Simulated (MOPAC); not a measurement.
Run report: Si2H2Cl2F2, geometry relaxation (part 2 of 2)

Si2H2Cl2F2, SMILES F[SiH](F)[SiH](Cl)Cl; PM6-D3H4, closed shell, dispersion D3H4 (MOPAC 23.2.5). The atoms were displaced at random from an optimised geometry.

Geometry of the input (Å):
```
F  0.8532  -1.7570  1.2082
Si 1.0533  -0.5358  0.2514
F  1.7262  -1.1014  -1.1097
Si -1.0214  0.4102  -0.2891
Cl -0.6966  1.9767  -1.5625
Cl -1.8401  1.0954  1.4578
H  2.0036  0.3967  0.8601
H  -1.9951  -0.5057  -0.9167
```

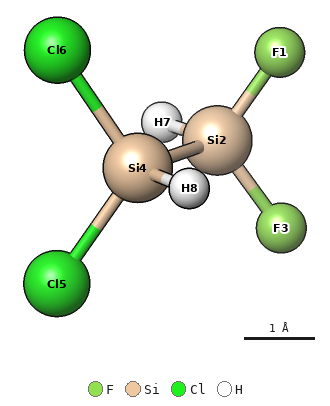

The geometry at step 25 of the log (ball-and-stick view, seen at a tilt; atoms are numbered from 1 in the order of the input).

## Trajectory as extended XYZ, continued
```
8
Properties=species:S:1:pos:R:3:forces:R:3 step=7 energy=-11.25182
F     0.7388   -1.6799    1.2314    0.0078  -0.0076  -0.0785
Si    0.9794   -0.4942    0.2093    0.0640   0.1418  -0.0016
F     1.6272   -0.9916   -1.1511   -0.0922  -0.0362   0.0956
Si   -0.8899    0.3481   -0.2366   -0.1594   0.1231  -0.2586
Cl   -0.6146    1.9222   -1.5913    0.0648  -0.1617   0.1285
Cl   -1.8184    1.0283    1.4844    0.0620   0.0511   0.1879
H     1.9095    0.4527    0.8188   -0.0073  -0.0097   0.0144
H    -1.8935   -0.5443   -0.8383    0.0604  -0.1007  -0.0877
8
Properties=species:S:1:pos:R:3:forces:R:3 step=8 energy=-11.25969
F     0.7367   -1.6793    1.2242    0.0080  -0.0072  -0.0550
Si    0.9816   -0.4883    0.2109   -0.1098   0.1337  -0.0030
F     1.6241   -0.9926   -1.1448   -0.0449  -0.0445   0.0250
Si   -0.8952    0.3519   -0.2440   -0.1329  -0.0075  -0.0962
Cl   -0.6111    1.9168   -1.5929    0.0601  -0.0735   0.0595
Cl   -1.8156    1.0264    1.4935    0.0924   0.0107   0.0716
H     1.9076    0.4548    0.8212    0.0422   0.0298   0.0406
H    -1.8905   -0.5522   -0.8513    0.0850  -0.0415  -0.0426
8
Properties=species:S:1:pos:R:3:forces:R:3 step=10 energy=-11.27040
F     0.7208   -1.6688    1.2034    0.0156  -0.0049   0.0014
Si    0.9734   -0.4607    0.2146   -0.1315   0.0233   0.0052
F     1.6057   -0.9869   -1.1366    0.0059   0.0022   0.0002
Si   -0.9070    0.3518   -0.2521   -0.0650  -0.0857   0.0661
Cl   -0.5890    1.8955   -1.5990    0.0258   0.0581  -0.0294
Cl   -1.7972    1.0121    1.5143    0.0774  -0.0269  -0.0674
H     1.8970    0.4760    0.8406    0.0368   0.0212   0.0095
H    -1.8654   -0.5787   -0.8794    0.0351   0.0126   0.0143
8
Properties=species:S:1:pos:R:3:forces:R:3 step=11 energy=-11.27170
F     0.7163   -1.6650    1.1966    0.0124  -0.0063   0.0236
Si    0.9656   -0.4498    0.2161   -0.0039  -0.0283   0.0178
F     1.5985   -0.9836   -1.1332    0.0012   0.0255   0.0095
Si   -0.9124    0.3472   -0.2509    0.0023   0.0162  -0.0148
Cl   -0.5804    1.8907   -1.6008    0.0020   0.0250   0.0013
Cl   -1.7867    1.0062    1.5162    0.0241  -0.0065  -0.0161
H     1.8943    0.4848    0.8463   -0.0105  -0.0050  -0.0185
H    -1.8552   -0.5876   -0.8849   -0.0277  -0.0208  -0.0029
8
Properties=species:S:1:pos:R:3:forces:R:3 step=13 energy=-11.27229
F     0.7210   -1.6681    1.2057    0.0069   0.0068   0.0005
Si    0.9643   -0.4568    0.2172   -0.0039   0.0038  -0.0026
F     1.6006   -0.9820   -1.1332   -0.0077  -0.0019   0.0043
Si   -0.9124    0.3470   -0.2546   -0.0012  -0.0095  -0.0121
Cl   -0.5848    1.8976   -1.5990    0.0051   0.0006   0.0078
Cl   -1.7854    1.0074    1.5114    0.0184   0.0008   0.0040
H     1.8960    0.4812    0.8363   -0.0117   0.0026   0.0065
H    -1.8614   -0.5876   -0.8828   -0.0060  -0.0031  -0.0083
8
Properties=species:S:1:pos:R:3:forces:R:3 step=15 energy=-11.27247
F     0.7201   -1.6652    1.2079    0.0038   0.0053   0.0013
Si    0.9603   -0.4542    0.2184    0.0165  -0.0047   0.0009
F     1.5959   -0.9795   -1.1316    0.0040  -0.0088  -0.0057
Si   -0.9151    0.3436   -0.2595    0.0021  -0.0040   0.0077
Cl   -0.5819    1.8978   -1.5976   -0.0016   0.0022  -0.0011
Cl   -1.7778    1.0044    1.5118    0.0047  -0.0034  -0.0051
H     1.8922    0.4848    0.8368   -0.0210   0.0028   0.0030
H    -1.8597   -0.5940   -0.8907   -0.0084   0.0105  -0.0011
8
Properties=species:S:1:pos:R:3:forces:R:3 step=16 energy=-11.27251
F     0.7203   -1.6652    1.2081    0.0042   0.0035   0.0013
Si    0.9609   -0.4547    0.2182    0.0093  -0.0023  -0.0012
F     1.5964   -0.9801   -1.1320    0.0031  -0.0074  -0.0025
Si   -0.9149    0.3437   -0.2592    0.0047  -0.0040   0.0042
Cl   -0.5824    1.8981   -1.5973   -0.0004   0.0016  -0.0003
Cl   -1.7785    1.0047    1.5114    0.0053  -0.0029  -0.0021
H     1.8921    0.4845    0.8371   -0.0184   0.0033   0.0020
H    -1.8603   -0.5929   -0.8904   -0.0078   0.0082  -0.0016
8
Properties=species:S:1:pos:R:3:forces:R:3 step=18 energy=-11.27262
F     0.7217   -1.6634    1.2111    0.0036  -0.0050  -0.0008
Si    0.9617   -0.4562    0.2174   -0.0110   0.0012  -0.0020
F     1.5967   -0.9826   -1.1328    0.0069  -0.0056   0.0041
Si   -0.9146    0.3423   -0.2603    0.0028   0.0036  -0.0027
Cl   -0.5840    1.9005   -1.5950    0.0040  -0.0017  -0.0007
Cl   -1.7778    1.0049    1.5095    0.0045  -0.0044   0.0055
H     1.8883    0.4852    0.8388   -0.0083   0.0081  -0.0039
H    -1.8636   -0.5896   -0.8934   -0.0025   0.0037   0.0005
8
Properties=species:S:1:pos:R:3:forces:R:3 step=20 energy=-11.27279
F     0.7234   -1.6599    1.2153   -0.0024  -0.0036  -0.0015
Si    0.9574   -0.4553    0.2169    0.0011  -0.0041   0.0024
F     1.5955   -0.9863   -1.1295    0.0151  -0.0059  -0.0033
Si   -0.9166    0.3406   -0.2659   -0.0065   0.0084   0.0072
Cl   -0.5834    1.9042   -1.5937    0.0041  -0.0042  -0.0030
Cl   -1.7707    1.0002    1.5099   -0.0022  -0.0063   0.0008
H     1.8773    0.4938    0.8367   -0.0056   0.0082  -0.0064
H    -1.8674   -0.5872   -0.9024   -0.0037   0.0075   0.0038
8
Properties=species:S:1:pos:R:3:forces:R:3 step=21 energy=-11.27295
F     0.7268   -1.6569    1.2185   -0.0076   0.0106   0.0004
Si    0.9529   -0.4557    0.2139    0.0031   0.0042  -0.0036
F     1.6016   -0.9983   -1.1232    0.0054   0.0103   0.0008
Si   -0.9187    0.3447   -0.2695   -0.0054  -0.0131  -0.0007
Cl   -0.5839    1.9095   -1.5956    0.0102  -0.0040   0.0060
Cl   -1.7665    0.9924    1.5134    0.0015   0.0016   0.0021
H     1.8581    0.5117    0.8274    0.0064  -0.0059  -0.0028
H    -1.8772   -0.5714   -0.9089   -0.0138  -0.0038  -0.0022
8
Properties=species:S:1:pos:R:3:forces:R:3 step=23 energy=-11.27302
F     0.7253   -1.6572    1.2177   -0.0049   0.0045   0.0002
Si    0.9542   -0.4555    0.2145    0.0009   0.0009  -0.0018
F     1.6000   -0.9943   -1.1253    0.0080   0.0035  -0.0015
Si   -0.9185    0.3429   -0.2684   -0.0039  -0.0041   0.0010
Cl   -0.5832    1.9076   -1.5945    0.0078  -0.0034   0.0023
Cl   -1.7676    0.9948    1.5124   -0.0003  -0.0014   0.0019
H     1.8640    0.5064    0.8294    0.0033   0.0008  -0.0022
H    -1.8748   -0.5763   -0.9072   -0.0108  -0.0007   0.0002
8
Properties=species:S:1:pos:R:3:forces:R:3 step=25 energy=-11.27314
F     0.7233   -1.6515    1.2205    0.0014  -0.0012  -0.0018
Si    0.9517   -0.4551    0.2109    0.0035   0.0030   0.0015
F     1.6039   -0.9954   -1.1254   -0.0017  -0.0004   0.0009
Si   -0.9222    0.3403   -0.2700    0.0023   0.0027  -0.0003
Cl   -0.5794    1.9068   -1.5917    0.0045   0.0007  -0.0026
Cl   -1.7651    0.9925    1.5141   -0.0009  -0.0051  -0.0028
H     1.8585    0.5128    0.8214   -0.0008   0.0010   0.0010
H    -1.8829   -0.5728   -0.9110   -0.0084  -0.0007   0.0043
8
Properties=species:S:1:pos:R:3:forces:R:3 step=26 energy=-11.27316
F     0.7235   -1.6496    1.2213    0.0016   0.0007  -0.0007
Si    0.9504   -0.4547    0.2096    0.0021   0.0029   0.0004
F     1.6058   -0.9983   -1.1238   -0.0040   0.0027   0.0008
Si   -0.9233    0.3409   -0.2711    0.0016  -0.0007  -0.0021
Cl   -0.5784    1.9078   -1.5918    0.0043   0.0000  -0.0009
Cl   -1.7637    0.9899    1.5153    0.0000  -0.0024  -0.0019
H     1.8531    0.5181    0.8181    0.0022  -0.0009   0.0027
H    -1.8875   -0.5688   -0.9116   -0.0079  -0.0022   0.0018
8
Properties=species:S:1:pos:R:3:forces:R:3 step=28 energy=-11.27318
F     0.7225   -1.6491    1.2205    0.0033  -0.0023   0.0005
Si    0.9508   -0.4537    0.2098   -0.0015  -0.0004   0.0006
F     1.6046   -0.9965   -1.1247   -0.0007   0.0014   0.0002
Si   -0.9237    0.3402   -0.2710   -0.0002   0.0007   0.0011
Cl   -0.5767    1.9066   -1.5919    0.0001  -0.0029  -0.0013
Cl   -1.7639    0.9896    1.5153   -0.0004   0.0003   0.0003
H     1.8551    0.5169    0.8198   -0.0015  -0.0001  -0.0004
H    -1.8899   -0.5709   -0.9074    0.0009   0.0034  -0.0010
8
Properties=species:S:1:pos:R:3:forces:R:3 step=30 energy=-11.27319
F     0.7232   -1.6496    1.2205    0.0022  -0.0003   0.0002
Si    0.9505   -0.4539    0.2099   -0.0002  -0.0004   0.0004
F     1.6048   -0.9970   -1.1242   -0.0012   0.0022  -0.0001
Si   -0.9236    0.3407   -0.2710   -0.0008  -0.0006   0.0001
Cl   -0.5771    1.9068   -1.5923    0.0014  -0.0020  -0.0006
Cl   -1.7638    0.9895    1.5155   -0.0001   0.0003   0.0000
H     1.8543    0.5174    0.8196   -0.0004  -0.0006   0.0004
H    -1.8897   -0.5696   -0.9084   -0.0010   0.0015  -0.0004
8
Properties=species:S:1:pos:R:3:forces:R:3 step=31 energy=-11.27319
F     0.7242   -1.6503    1.2205    0.0007   0.0015  -0.0003
Si    0.9498   -0.4539    0.2102    0.0011  -0.0006  -0.0003
F     1.6045   -0.9964   -1.1239   -0.0008   0.0023  -0.0006
Si   -0.9240    0.3412   -0.2710   -0.0010  -0.0020  -0.0006
Cl   -0.5764    1.9063   -1.5933    0.0025  -0.0004   0.0009
Cl   -1.7635    0.9890    1.5161   -0.0002   0.0015   0.0000
H     1.8526    0.5184    0.8199   -0.0007  -0.0011   0.0005
H    -1.8913   -0.5670   -0.9095   -0.0016  -0.0012   0.0004
8
Properties=species:S:1:pos:R:3:forces:R:3 step=33 energy=-11.27320
F     0.7242   -1.6503    1.2203    0.0018  -0.0018  -0.0007
Si    0.9496   -0.4536    0.2104   -0.0009  -0.0001  -0.0007
F     1.6036   -0.9936   -1.1250    0.0008  -0.0010  -0.0005
Si   -0.9247    0.3405   -0.2706    0.0000   0.0010   0.0005
Cl   -0.5745    1.9045   -1.5935    0.0009   0.0007   0.0005
Cl   -1.7637    0.9892    1.5164   -0.0009   0.0022   0.0004
H     1.8529    0.5177    0.8210   -0.0026   0.0005  -0.0002
H    -1.8932   -0.5668   -0.9085    0.0011  -0.0016   0.0006
8
Properties=species:S:1:pos:R:3:forces:R:3 step=34 energy=-11.27320
F     0.7243   -1.6504    1.2202    0.0015  -0.0011  -0.0006
Si    0.9497   -0.4537    0.2104   -0.0005  -0.0003  -0.0004
F     1.6037   -0.9940   -1.1248    0.0005  -0.0004  -0.0005
Si   -0.9245    0.3407   -0.2706   -0.0003   0.0003   0.0003
Cl   -0.5749    1.9048   -1.5935    0.0012   0.0005   0.0005
Cl   -1.7637    0.9893    1.5163   -0.0007   0.0020   0.0003
H     1.8530    0.5177    0.8209   -0.0022   0.0003  -0.0001
H    -1.8927   -0.5670   -0.9086    0.0005  -0.0014   0.0005
8
Properties=species:S:1:pos:R:3:forces:R:3 step=36 energy=-11.27321
F     0.7256   -1.6518    1.2194   -0.0002   0.0005  -0.0004
Si    0.9496   -0.4540    0.2105    0.0014  -0.0010   0.0005
F     1.6040   -0.9939   -1.1249   -0.0007   0.0016  -0.0004
Si   -0.9246    0.3407   -0.2700   -0.0005  -0.0018  -0.0004
Cl   -0.5749    1.9046   -1.5933    0.0013  -0.0003   0.0007
Cl   -1.7647    0.9908    1.5160    0.0003   0.0008  -0.0004
H     1.8521    0.5177    0.8214   -0.0002   0.0005   0.0002
H    -1.8919   -0.5679   -0.9077   -0.0014  -0.0003   0.0002
8
Properties=species:S:1:pos:R:3:forces:R:3 step=38 energy=-11.27321
F     0.7287   -1.6542    1.2176   -0.0014  -0.0015  -0.0002
Si    0.9483   -0.4541    0.2108    0.0009   0.0000   0.0000
F     1.6030   -0.9888   -1.1267   -0.0002  -0.0004   0.0007
Si   -0.9264    0.3394   -0.2685    0.0011  -0.0004  -0.0001
Cl   -0.5710    1.9010   -1.5932   -0.0012  -0.0001   0.0003
Cl   -1.7661    0.9935    1.5162    0.0003   0.0001  -0.0002
H     1.8484    0.5186    0.8234    0.0007   0.0018  -0.0002
H    -1.8956   -0.5680   -0.9051   -0.0002   0.0005  -0.0003
8
Properties=species:S:1:pos:R:3:forces:R:3 step=39 energy=-11.27321
F     0.7277   -1.6533    1.2183   -0.0008  -0.0009  -0.0002
Si    0.9486   -0.4541    0.2106    0.0007  -0.0001   0.0003
F     1.6033   -0.9905   -1.1261   -0.0002   0.0000   0.0002
Si   -0.9259    0.3398   -0.2691    0.0006  -0.0006  -0.0001
Cl   -0.5722    1.9022   -1.5931   -0.0004  -0.0001   0.0003
Cl   -1.7655    0.9926    1.5161    0.0002   0.0003  -0.0002
H     1.8493    0.5187    0.8226    0.0003   0.0012  -0.0001
H    -1.8948   -0.5678   -0.9061   -0.0004   0.0001  -0.0001
8
Properties=species:S:1:pos:R:3:forces:R:3 step=41 energy=-11.27321
F     0.7276   -1.6533    1.2182   -0.0002  -0.0003  -0.0001
Si    0.9487   -0.4540    0.2106    0.0002  -0.0002   0.0001
F     1.6034   -0.9906   -1.1259    0.0001   0.0002   0.0000
Si   -0.9259    0.3397   -0.2692    0.0000  -0.0001   0.0000
Cl   -0.5723    1.9023   -1.5930   -0.0002  -0.0001   0.0000
Cl   -1.7654    0.9926    1.5161    0.0002   0.0002   0.0000
H     1.8492    0.5190    0.8223    0.0000   0.0003   0.0001
H    -1.8949   -0.5678   -0.9062   -0.0001   0.0001  -0.0001
```

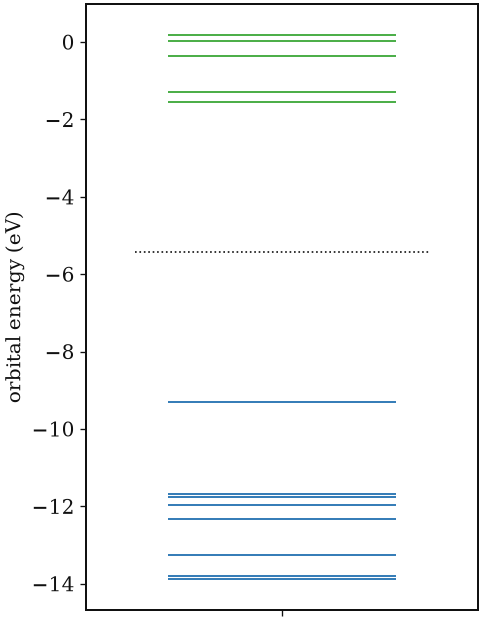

Orbital energies near the frontier; the dotted line parts filled from empty levels, and levels within 0.02 eV of each other stand side by side. Highest filled −9.30 eV, lowest empty −1.54 eV, 7.76 eV apart.

## Key numbers

```csv
quantity,value
outcome,converged
total energy,−59.930755 hartree
dispersion energy,−0.001117 hartree
heat of formation,−259.97 kcal/mol
basis functions,46
largest force,0.000 eV/Å
HOMO,−9.30 eV
LUMO,−1.54 eV
dipole moment,0.15 D
wall time,0.58 s
peak memory,0.073 GiB
```

## Remarks

MOPAC's energies along a path are heats of formation.
